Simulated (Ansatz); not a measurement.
Hf₃TiO₃

Input file:

```
crystal:
  lattice:
    - [4.2725636786, 0.0, 0.0]
    - [0.0, 4.2725636786, 0.0]
    - [0.0, 0.0, 5.1656630361]
  atoms:
    - { symbol: Hf, position: [0.5, 0.0, 0.4054100723] }
    - { symbol: Hf, position: [0.0, 0.5, 0.4054100723] }
    - { symbol: Hf, position: [0.5, 0.5, 0.9520244785] }
    - { symbol: Ti, position: [0.0, 0.0, 0.9432709348] }
    - { symbol: O, position: [0.0, 0.0, 0.5322732505] }
    - { symbol: O, position: [0.5, 0.0, 0.8364876458] }
    - { symbol: O, position: [0.0, 0.5, 0.8364876458] }
basis:
  ecutwfc: 420
kpoints:
  mp_grid: { grid: [8, 8, 6] }
  band_path:
    path:
      - [[0.0, 0.0, 0.0], [0.0, 0.5, 0.0], [0.5, 0.5, 0.0], [0.0, 0.0, 0.0], [0.0, 0.0, 0.5], [0.0, 0.5, 0.5], [0.5, 0.5, 0.5], [0.0, 0.0, 0.5]]
      - [[0.0, 0.5, 0.0], [0.0, 0.5, 0.5]]
      - [[0.5, 0.5, 0.0], [0.5, 0.5, 0.5]]
    npoints: 14
hamiltonian:
  xc: pbe
  hubbard: { sites: [{ species: Ti, l: d, u_eff: 4.0 }] }
scf:
  occupations: { method: gaussian, width: 0.1 }
  n_extra_bands: 17
output:
  forces: true
  stress: true
  eigenvalues: true
  populations: true
  dos: { projected: true, de: 0.02, nscf_kmesh: { grid: [10, 10, 8] } }
  bader: true
  write_density: true
  write_potential: true
  elf: true
  volumetric_format: npy
```

Launched as:

```sh
ansatz run input.yaml --threads 1 --pin off --max-ram 2560MiB --backend cpu --events-out ev --progress --plain --runs-dir out
```

Below, planes, directions and counts refer to the conventional cell (a = 4.27 Å, b = 4.27 Å, c = 5.17 Å, α = 90.00°, β = 90.00°, γ = 90.00°).

Space group P4mm; a generated structure, not necessarily the stable one; not relaxed (largest force 0.5 eV/Å); computed without spin polarisation; Hubbard U of 4 eV on Ti d only.

The calculation used DFT PBE+U, scalar-relativistic, plane waves, PAW (Ansatz).

Predict the valence pseudo-density and electron localisation function between the atoms.

Answer. Ti–O (2.12 Å): ρ at the midpoint is about 0.45 e/Å³; the ELF peaks at about 0.85 in the valence shell of O, 0.7 Å from its nucleus, and is about 0.15 at the midpoint: no localised pair shows between them.
Hf–O (2.23 Å): ρ at the midpoint is about 0.49 e/Å³; the ELF peaks at about 0.85 in the valence shell of O, 0.6 Å from its nucleus, and drops to about 0.10 between the two atoms: no shared electron pair shows on this line.
Ti–O (2.21 Å): ρ at the midpoint is about 0.35 e/Å³; the ELF peaks at about 0.85 in the valence shell of O, 0.7 Å from its nucleus, and is about 0.10 at the midpoint (no localised pair shows between them).
Bader's partition of the density gives Hf +0.73 to +1.31, Ti +1.39 and O −1.39 e.

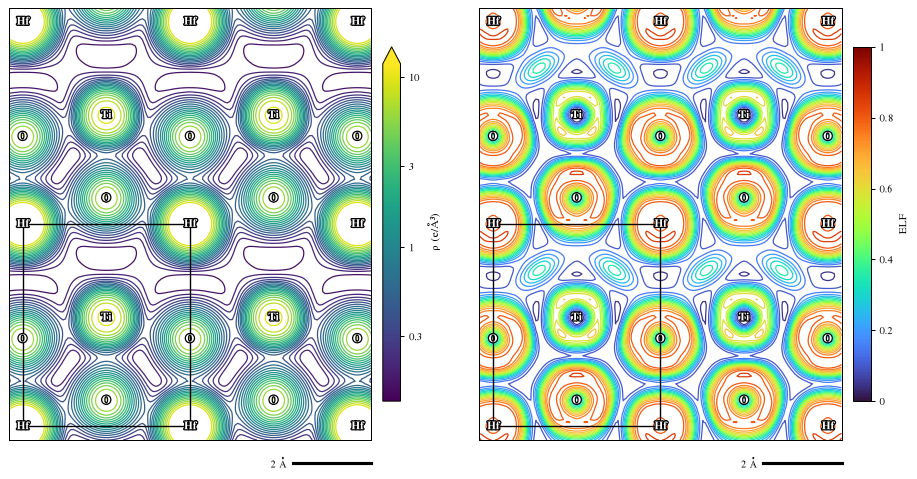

Computed valence pseudo-density and electron localisation function on the (100) plane of the conventional cell, in this order. 

In a PAW calculation such maps are meaningful between the atoms, not at the nuclei.
